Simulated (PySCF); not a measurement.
Geometry relaxation, with input and output: C4H9ClSi

C4H9ClSi, computed with PBE0-D3(BJ)/def2-SVP geometry optimisation, gas phase (PySCF 2.14.0).

It belongs to a series of runs on one base structure; here: constitutional isomer.

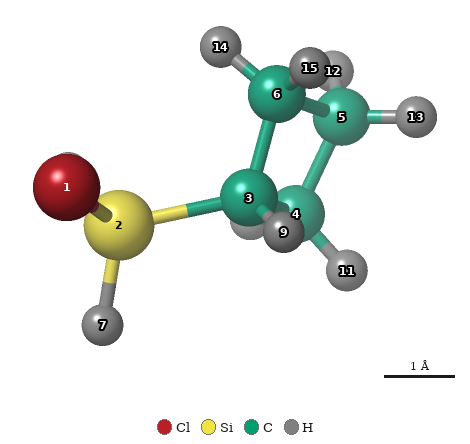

*The structure as given in the input (ball-and-stick view, seen at a tilt; atoms are numbered from 1 in the order of the input).*

Bond lengths as drawn: Cl–Si 2.01 Å, C–C 1.51 to 1.55 Å, C–H 1.07 to 1.11 Å, C–Si 1.91 Å and H–Si 1.46 to 1.47 Å.

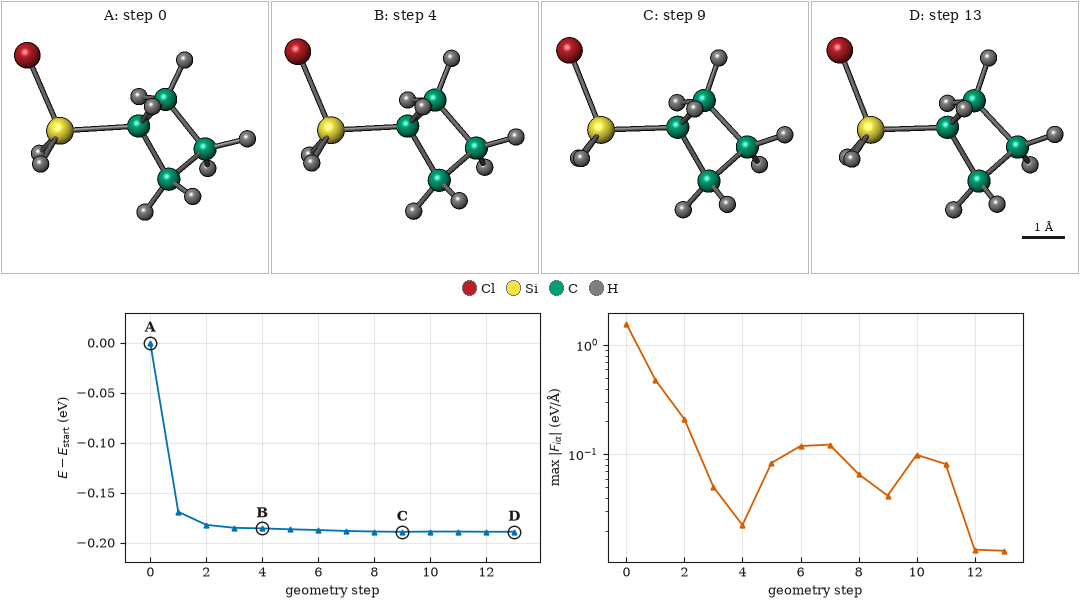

*Frames of the relaxation (ball-and-stick view, seen at a tilt) above the curves, on which the letters mark them (steps are counted from 0).*

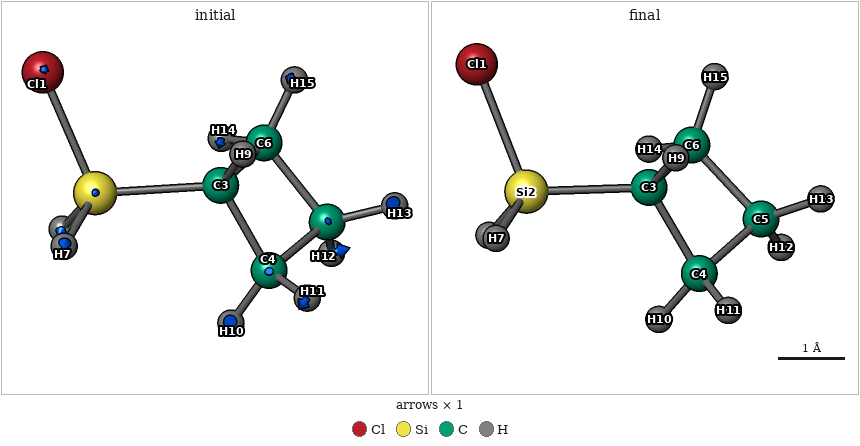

*Before (left) and after (right) the relaxation, at one scale (ball-and-stick view, seen at a tilt). The blue arrows give the displacements, at true length.*

The atom that moves furthest after the best rigid fit is H12 (0.32 Å). By element the largest moves are H 0.32 Å, Cl 0.14 Å, C 0.12 Å, Si 0.08 Å. Among the contacts that change: Cl1–Si2 2.011 → 2.077 Å, Si2–C3 1.912 → 1.868 Å, C3–C4 1.511 → 1.553 Å, C3–H9 1.065 → 1.103 Å. Among the angles that change: C5–C4–H11 112.8° → 118.2°, C3–C4–H10 116.4° → 112.1°, C4–C5–H13 115.1° → 111.3°. Over 13 geometry steps the energy falls by 0.189 eV. The largest force component goes from 1.6 to 0.013 eV/Å. (Atoms are counted from 1 in the order of the input.)

These pictures come from the run below.

The input
```
{"job": {"xc": "PBE0", "basis": "def2-SVP", "d3": "d3bj", "grid": 1, "shake": 0.01, "kind": "geom"}, "charge": 0, "multiplicity": 1}
Cl     2.956860     1.738530    -0.512320
Si     2.050440     0.009340    -0.031390
C      0.215910     0.067010    -0.568550
C     -0.625260    -1.117650    -0.155000
C     -1.717620    -0.142910     0.358300
C     -0.715840     1.018920     0.210470
H      2.766060    -1.071410    -0.716500
H      2.170740    -0.139820     1.415910
H      0.152090     0.257260    -1.614970
H     -0.227940    -1.736710     0.645960
H     -0.984030    -1.774420    -0.954900
H     -2.066460    -0.316180     1.387340
H     -2.601570    -0.036140    -0.303860
H     -0.320840     1.354160     1.171400
H     -1.067860     1.872630    -0.339150
```

The first line tells a small driver script what to run in PySCF; the rest is the geometry in Å.

Launched with:
```bash
OMP_NUM_THREADS=1 python <driver script> task.json out
```

Output
```
step   0  E = -906.75158180  max force = 0.030441
step   1  E = -906.75779693  max force = 0.009318
step   2  E = -906.75827567  max force = 0.004076
step   3  E = -906.75838525  max force = 0.000976
step   4  E = -906.75840537  max force = 0.000438
step   5  E = -906.75843906  max force = 0.001623
step   6  E = -906.75846564  max force = 0.002316
step   7  E = -906.75850058  max force = 0.002386
step   8  E = -906.75852168  max force = 0.001283
step   9  E = -906.75853248  max force = 0.000816
step  10  E = -906.75852267  max force = 0.001925
step  11  E = -906.75852255  max force = 0.001586
step  12  E = -906.75852920  max force = 0.000261
step  13  E = -906.75852989  max force = 0.000254
optimisation converged
```

Trajectory as extended XYZ (Å, eV, eV/Å), 14 frames, from step=0 to step=13
```
15
Properties=species:S:1:pos:R:3:forces:R:3 step=0 energy=-24673.96732
Cl    2.9569    1.7385   -0.5123    0.6437   1.2691  -0.3414
Si    2.0504    0.0093   -0.0314   -1.3889  -0.5414  -0.4538
C     0.2159    0.0670   -0.5685    1.5653   0.3960   1.2537
C    -0.6253   -1.1177   -0.1550   -1.5576  -0.2725  -0.0675
C    -1.7176   -0.1429    0.3583   -0.0543   0.0750   0.2147
C    -0.7158    1.0189    0.2105   -0.0266  -0.6922   0.1418
H     2.7661   -1.0714   -0.7165    0.2207  -0.4482  -0.1856
H     2.1707   -0.1398    1.4159   -0.0687  -0.1707   0.6338
H     0.1521    0.2573   -1.6150    0.0454   0.1824  -1.3112
H    -0.2279   -1.7367    0.6460    0.2996  -0.2723   0.3168
H    -0.9840   -1.7744   -0.9549    0.2214  -0.2245  -0.1518
H    -2.0665   -0.3162    1.3873   -0.1406  -0.0598  -0.0522
H    -2.6016   -0.0361   -0.3039    0.2901  -0.1703   0.1406
H    -0.3208    1.3542    1.1714    0.1660   0.1475   0.2521
H    -1.0679    1.8726   -0.3392   -0.2154   0.7818  -0.3899
15
Properties=species:S:1:pos:R:3:forces:R:3 step=1 energy=-24674.13644
Cl    5.5950    3.9466   -0.1885   -0.2780  -0.4792   0.1364
Si    4.6465    2.1261    0.3004    0.1071   0.3167  -0.0278
C     2.8432    2.1560   -0.2062    0.0804   0.1067  -0.3145
C     1.9556    0.9510    0.2119    0.0628   0.0419   0.1229
C     0.8405    1.9423    0.6034    0.1662  -0.0458  -0.0081
C     1.8613    3.0939    0.5399   -0.0614   0.1627  -0.0835
H     5.3930    1.0224   -0.3736   -0.0037   0.0476  -0.0252
H     4.7380    1.9440    1.7812    0.0306   0.0467  -0.0270
H     2.7846    2.3260   -1.3013    0.0064  -0.0569   0.2190
H     2.3565    0.3928    1.0762   -0.0269   0.0587  -0.0095
H     1.7244    0.2248   -0.5750   -0.0233  -0.1124  -0.0972
H     0.3345    1.7748    1.5633   -0.0530  -0.0239   0.0504
H     0.0789    2.0223   -0.1843   -0.0597   0.0224  -0.0174
H     2.2271    3.4028    1.5327   -0.0188  -0.0336   0.0029
H     1.5494    4.0012   -0.0036    0.0711  -0.0517   0.0786
15
Properties=species:S:1:pos:R:3:forces:R:3 step=2 energy=-24674.14947
Cl    5.5677    3.9321   -0.1726   -0.1223  -0.2096   0.0626
Si    4.6377    2.1197    0.3064    0.1264   0.2021  -0.0152
C     2.8448    2.1572   -0.2117    0.0226   0.0241  -0.0971
C     1.9585    0.9522    0.2083   -0.0135   0.0069  -0.0065
C     0.8448    1.9443    0.5983    0.0251  -0.0190   0.0061
C     1.8650    3.0975    0.5357   -0.0207   0.0154  -0.0200
H     5.3907    1.0275   -0.3758   -0.0021  -0.0011  -0.0114
H     4.7355    1.9441    1.7858   -0.0007  -0.0007  -0.0017
H     2.7906    2.3242   -1.3012   -0.0048  -0.0185   0.0344
H     2.3568    0.4023    1.0774   -0.0007   0.0189   0.0082
H     1.7288    0.2179   -0.5778    0.0014  -0.0082   0.0134
H     0.3380    1.7745    1.5600   -0.0189   0.0001  -0.0077
H     0.0786    2.0272   -0.1871   -0.0112   0.0055   0.0066
H     2.2291    3.3977    1.5313    0.0054  -0.0188   0.0088
H     1.5618    4.0087   -0.0005    0.0138   0.0027   0.0195
15
Properties=species:S:1:pos:R:3:forces:R:3 step=3 energy=-24674.15245
Cl    5.5521    3.9263   -0.1522   -0.0058  -0.0100   0.0084
Si    4.6369    2.1173    0.3110    0.0340   0.0502  -0.0099
C     2.8470    2.1569   -0.2172   -0.0009  -0.0249   0.0222
C     1.9585    0.9540    0.2059   -0.0213   0.0044  -0.0225
C     0.8448    1.9468    0.5922    0.0007   0.0025   0.0105
C     1.8680    3.0977    0.5322    0.0000  -0.0105  -0.0026
H     5.3941    1.0315   -0.3773   -0.0009  -0.0069   0.0023
H     4.7303    1.9368    1.7897   -0.0099  -0.0188   0.0043
H     2.7950    2.3221   -1.3050   -0.0100  -0.0024  -0.0278
H     2.3550    0.4113    1.0800    0.0061   0.0042   0.0069
H     1.7298    0.2138   -0.5754    0.0035  -0.0005   0.0164
H     0.3354    1.7777    1.5530   -0.0067   0.0037  -0.0104
H     0.0774    2.0321   -0.1922    0.0101   0.0003  -0.0051
H     2.2331    3.3894    1.5301    0.0059  -0.0095   0.0039
H     1.5708    4.0135    0.0021   -0.0047   0.0181   0.0033
15
Properties=species:S:1:pos:R:3:forces:R:3 step=4 energy=-24674.15300
Cl    5.5498    3.9272   -0.1390    0.0142   0.0225  -0.0003
Si    4.6375    2.1168    0.3128   -0.0025  -0.0011  -0.0041
C     2.8479    2.1557   -0.2189    0.0026  -0.0195   0.0193
C     1.9574    0.9544    0.2055   -0.0121   0.0053  -0.0129
C     0.8444    1.9491    0.5879   -0.0027   0.0026   0.0150
C     1.8701    3.0976    0.5309    0.0009  -0.0006  -0.0098
H     5.3965    1.0332   -0.3775    0.0028  -0.0010   0.0022
H     4.7245    1.9277    1.7910   -0.0054  -0.0132   0.0026
H     2.7961    2.3203   -1.3072   -0.0106  -0.0023  -0.0150
H     2.3527    0.4149    1.0823    0.0040   0.0047   0.0035
H     1.7294    0.2114   -0.5730    0.0029  -0.0020   0.0088
H     0.3314    1.7815    1.5470   -0.0076   0.0015  -0.0075
H     0.0795    2.0357   -0.1986    0.0115   0.0010  -0.0095
H     2.2354    3.3852    1.5301    0.0036  -0.0083   0.0023
H     1.5756    4.0161    0.0034   -0.0016   0.0105   0.0054
15
Properties=species:S:1:pos:R:3:forces:R:3 step=5 energy=-24674.15391
Cl    5.5485    3.9283   -0.1004    0.0350   0.0567  -0.0100
Si    4.6389    2.1122    0.3183   -0.0567  -0.0835   0.0079
C     2.8502    2.1517   -0.2214    0.0133   0.0056   0.0020
C     1.9532    0.9564    0.2056    0.0055   0.0021   0.0052
C     0.8420    1.9576    0.5745   -0.0041  -0.0007   0.0194
C     1.8761    3.0982    0.5280   -0.0008   0.0187  -0.0205
H     5.4046    1.0368   -0.3782    0.0075   0.0106  -0.0019
H     4.7102    1.8980    1.7943    0.0048   0.0028  -0.0008
H     2.7985    2.3151   -1.3108   -0.0095  -0.0043   0.0148
H     2.3430    0.4249    1.0901   -0.0023   0.0071  -0.0013
H     1.7279    0.2060   -0.5661    0.0005  -0.0062  -0.0061
H     0.3153    1.7948    1.5268   -0.0090  -0.0014  -0.0029
H     0.0882    2.0486   -0.2221    0.0105   0.0030  -0.0145
H     2.2403    3.3744    1.5310   -0.0007  -0.0063   0.0004
H     1.5913    4.0240    0.0070    0.0060  -0.0042   0.0084
15
Properties=species:S:1:pos:R:3:forces:R:3 step=6 energy=-24674.15464
Cl    5.5514    3.9239   -0.0566    0.0376   0.0626  -0.0127
Si    4.6401    2.1017    0.3260   -0.0727  -0.1191   0.0126
C     2.8532    2.1471   -0.2216    0.0198   0.0260  -0.0037
C     1.9466    0.9597    0.2066    0.0128  -0.0034   0.0117
C     0.8382    1.9701    0.5572   -0.0026  -0.0027   0.0167
C     1.8836    3.1003    0.5256   -0.0040   0.0253  -0.0225
H     5.4131    1.0374   -0.3797    0.0067   0.0151  -0.0051
H     4.6981    1.8615    1.7989    0.0102   0.0139  -0.0025
H     2.8020    2.3094   -1.3116   -0.0062  -0.0049   0.0291
H     2.3271    0.4368    1.1003   -0.0065   0.0087  -0.0031
H     1.7250    0.2018   -0.5585   -0.0010  -0.0077  -0.0133
H     0.2923    1.8131    1.4996   -0.0091  -0.0020   0.0002
H     0.1008    2.0671   -0.2540    0.0072   0.0048  -0.0144
H     2.2439    3.3630    1.5337   -0.0027  -0.0049  -0.0008
H     1.6128    4.0342    0.0111    0.0104  -0.0116   0.0079
15
Properties=species:S:1:pos:R:3:forces:R:3 step=7 energy=-24674.15559
Cl    5.5624    3.9036    0.0266    0.0231   0.0464  -0.0129
Si    4.6423    2.0724    0.3436   -0.0601  -0.1227   0.0110
C     2.8599    2.1379   -0.2177    0.0228   0.0454   0.0041
C     1.9300    0.9686    0.2092    0.0128  -0.0116   0.0086
C     0.8296    2.0000    0.5196    0.0026  -0.0040   0.0060
C     1.9001    3.1064    0.5225   -0.0095   0.0232  -0.0186
H     5.4264    1.0301   -0.3824    0.0006   0.0127  -0.0073
H     4.6805    1.7863    1.8092    0.0144   0.0240  -0.0027
H     2.8116    2.2985   -1.3082    0.0020  -0.0030   0.0349
H     2.2869    0.4612    1.1214   -0.0103   0.0092  -0.0034
H     1.7155    0.1974   -0.5446   -0.0020  -0.0068  -0.0169
H     0.2414    1.8563    1.4384   -0.0060  -0.0013   0.0041
H     0.1307    2.1111   -0.3233   -0.0003   0.0073  -0.0086
H     2.2486    3.3410    1.5418   -0.0035  -0.0026  -0.0017
H     1.6624    4.0561    0.0205    0.0135  -0.0161   0.0034
15
Properties=species:S:1:pos:R:3:forces:R:3 step=8 energy=-24674.15616
Cl    5.5739    3.8795    0.0709    0.0019   0.0115  -0.0086
Si    4.6439    2.0451    0.3568   -0.0201  -0.0660   0.0035
C     2.8649    2.1315   -0.2104    0.0131   0.0341   0.0188
C     1.9154    0.9763    0.2109    0.0043  -0.0116  -0.0033
C     0.8236    2.0244    0.4935    0.0053  -0.0031  -0.0051
C     1.9124    3.1121    0.5231   -0.0094   0.0118  -0.0090
H     5.4297    1.0149   -0.3838   -0.0053   0.0029  -0.0047
H     4.6770    1.7381    1.8181    0.0115   0.0195  -0.0017
H     2.8209    2.2921   -1.3007    0.0079   0.0015   0.0204
H     2.2519    0.4765    1.1349   -0.0089   0.0062  -0.0011
H     1.7048    0.1991   -0.5381   -0.0015  -0.0028  -0.0108
H     0.2054    1.8906    1.3940   -0.0014   0.0005   0.0045
H     0.1536    2.1474   -0.3712   -0.0059   0.0065  -0.0009
H     2.2498    3.3276    1.5503   -0.0022  -0.0006  -0.0011
H     1.7011    4.0716    0.0284    0.0106  -0.0104  -0.0007
15
Properties=species:S:1:pos:R:3:forces:R:3 step=9 energy=-24674.15645
Cl    5.5909    3.8435    0.0884   -0.0212  -0.0419   0.0006
Si    4.6459    2.0114    0.3698    0.0390   0.0417  -0.0103
C     2.8700    2.1259   -0.1977   -0.0100  -0.0036   0.0338
C     1.8976    0.9854    0.2114   -0.0067  -0.0033  -0.0195
C     0.8177    2.0516    0.4709    0.0044   0.0015  -0.0182
C     1.9253    3.1194    0.5273   -0.0032  -0.0081   0.0060
H     5.4226    0.9839   -0.3831   -0.0102  -0.0134   0.0025
H     4.6860    1.7015    1.8297    0.0017   0.0029   0.0008
H     2.8336    2.2883   -1.2873    0.0118   0.0089  -0.0088
H     2.2106    0.4870    1.1440   -0.0037  -0.0005   0.0029
H     1.6889    0.2076   -0.5382   -0.0001   0.0036   0.0029
H     0.1732    1.9273    1.3544    0.0045   0.0035   0.0025
H     0.1743    2.1890   -0.4119   -0.0096   0.0029   0.0083
H     2.2497    3.3186    1.5619    0.0003   0.0017   0.0007
H     1.7420    4.0864    0.0372    0.0030   0.0040  -0.0044
15
Properties=species:S:1:pos:R:3:forces:R:3 step=10 energy=-24674.15619
Cl    5.6117    3.8054    0.0797   -0.0274  -0.0654   0.0075
Si    4.6475    1.9840    0.3778    0.0628   0.0990  -0.0193
C     2.8733    2.1230   -0.1869   -0.0238  -0.0292   0.0316
C     1.8828    0.9937    0.2097   -0.0075   0.0054  -0.0227
C     0.8140    2.0736    0.4593    0.0005   0.0064  -0.0202
C     1.9353    3.1263    0.5323    0.0026  -0.0200   0.0126
H     5.4068    0.9462   -0.3781   -0.0104  -0.0226   0.0084
H     4.6970    1.6844    1.8392   -0.0064  -0.0096   0.0034
H     2.8451    2.2884   -1.2761    0.0099   0.0136  -0.0234
H     2.1789    0.4911    1.1453   -0.0005  -0.0052   0.0038
H     1.6727    0.2197   -0.5437    0.0004   0.0066   0.0103
H     0.1566    1.9552    1.3341    0.0075   0.0049   0.0009
H     0.1838    2.2226   -0.4313   -0.0078   0.0009   0.0106
H     2.2512    3.3160    1.5713    0.0022   0.0028   0.0016
H     1.7714    4.0974    0.0441   -0.0020   0.0124  -0.0050
15
Properties=species:S:1:pos:R:3:forces:R:3 step=11 energy=-24674.15618
Cl    5.6276    3.7777    0.0716   -0.0164  -0.0487   0.0064
Si    4.6483    1.9680    0.3814    0.0463   0.0815  -0.0176
C     2.8748    2.1218   -0.1826   -0.0226  -0.0295   0.0186
C     1.8739    0.9996    0.2075   -0.0022   0.0064  -0.0158
C     0.8127    2.0873    0.4553   -0.0035   0.0079  -0.0146
C     1.9419    3.1312    0.5344    0.0056  -0.0184   0.0123
H     5.3936    0.9187   -0.3726   -0.0074  -0.0213   0.0101
H     4.7000    1.6751    1.8439   -0.0084  -0.0115   0.0043
H     2.8521    2.2894   -1.2718    0.0055   0.0135  -0.0194
H     2.1622    0.4932    1.1436   -0.0008  -0.0063   0.0020
H     1.6609    0.2286   -0.5480    0.0000   0.0062   0.0086
H     0.1520    1.9725    1.3281    0.0076   0.0045   0.0006
H     0.1856    2.2430   -0.4363   -0.0040   0.0011   0.0074
H     2.2550    3.3165    1.5750    0.0025   0.0036   0.0014
H     1.7877    4.1044    0.0472   -0.0022   0.0110  -0.0042
15
Properties=species:S:1:pos:R:3:forces:R:3 step=12 energy=-24674.15636
Cl    5.6414    3.7547    0.0709    0.0068  -0.0050  -0.0022
Si    4.6484    1.9568    0.3831    0.0017   0.0134  -0.0058
C     2.8756    2.1210   -0.1823   -0.0076  -0.0121  -0.0040
C     1.8675    1.0048    0.2052    0.0046   0.0030  -0.0014
C     0.8126    2.0984    0.4536   -0.0051   0.0057  -0.0043
C     1.9478    3.1354    0.5345    0.0058  -0.0059   0.0066
H     5.3829    0.8969   -0.3671   -0.0031  -0.0128   0.0095
H     4.6950    1.6645    1.8462   -0.0052  -0.0060   0.0025
H     2.8563    2.2901   -1.2720    0.0006   0.0100  -0.0001
H     2.1521    0.4958    1.1413   -0.0032  -0.0041  -0.0021
H     1.6507    0.2354   -0.5505   -0.0016   0.0024  -0.0004
H     0.1520    1.9867    1.3268    0.0049   0.0028   0.0023
H     0.1852    2.2585   -0.4369   -0.0009   0.0029   0.0011
H     2.2612    3.3176    1.5756    0.0014   0.0040  -0.0001
H     1.7995    4.1104    0.0484    0.0008   0.0016  -0.0016
15
Properties=species:S:1:pos:R:3:forces:R:3 step=13 energy=-24674.15638
Cl    5.6488    3.7433    0.0708    0.0098   0.0029  -0.0038
Si    4.6480    1.9508    0.3838   -0.0087  -0.0053  -0.0005
C     2.8758    2.1205   -0.1825   -0.0011  -0.0041  -0.0131
C     1.8643    1.0074    0.2042    0.0046   0.0016   0.0030
C     0.8127    2.1041    0.4530   -0.0040   0.0040  -0.0019
C     1.9510    3.1376    0.5344    0.0047  -0.0023   0.0058
H     5.3780    0.8860   -0.3641   -0.0020  -0.0097   0.0084
H     4.6913    1.6587    1.8472   -0.0031  -0.0028   0.0014
H     2.8577    2.2904   -1.2723   -0.0001   0.0084   0.0055
H     2.1472    0.4970    1.1400   -0.0037  -0.0030  -0.0029
H     1.6453    0.2389   -0.5517   -0.0023   0.0019  -0.0028
H     0.1522    1.9941    1.3265    0.0035   0.0025   0.0026
H     0.1855    2.2664   -0.4371   -0.0007   0.0034  -0.0002
H     2.2648    3.3184    1.5757    0.0013   0.0039  -0.0006
H     1.8056    4.1134    0.0487    0.0017  -0.0012  -0.0010
```

Summary

- outcome: converged
- total energy: −906.758530 hartree
- dipole moment: 2.11 D
- point group: C1
- hardware: 1 CPU thread, shared host
- wall time: 81 s
- peak memory: 0.6 GiB
